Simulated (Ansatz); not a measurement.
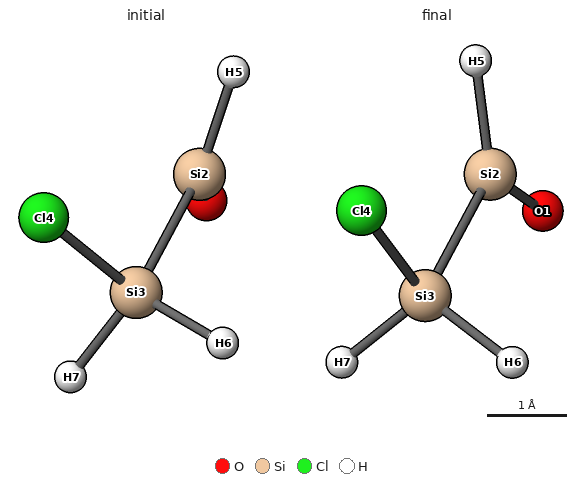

The structure of Si₂H₃OCl before (left) and after (right) a relaxation, at one scale.

Style: ball-and-stick. Shown from a free direction.

All numbers below come from Ansatz 0.2.0, RKS PBE0-D4/def2-TZVP. Settings: force threshold 0.005 eV/Å; at most 200 steps.

**What changed between the two?**

Over 17 accepted moves (18 points after the start) the energy falls by 1.83 kcal/mol. The largest force component goes from 0.8 to 0.0021 eV/Å. The line search rejected the trial step at point 5 of the run. The forces were under the threshold at step 13, but the run went on from there. The atom that moves furthest after the best rigid fit is H5 (0.66 Å). Largest moves by element: H 0.66 Å, O 0.62 Å, Cl 0.41 Å, Si 0.05 Å. Among the contacts that change: Si2–Si3 2.303 → 2.354 Å, Si2–H5 1.467 → 1.494 Å, Si3–Cl4 2.035 → 2.057 Å, Si3–H7 1.464 → 1.482 Å. Among the angles between lasting bonds that change: Si2–Si3–H7 114.6° → 110.2°, Cl4–Si3–H7 105.5° → 109.2°, H6–Si3–H7 107.3° → 110.4°. Groups turn about Si2–Si3 by about 40°.
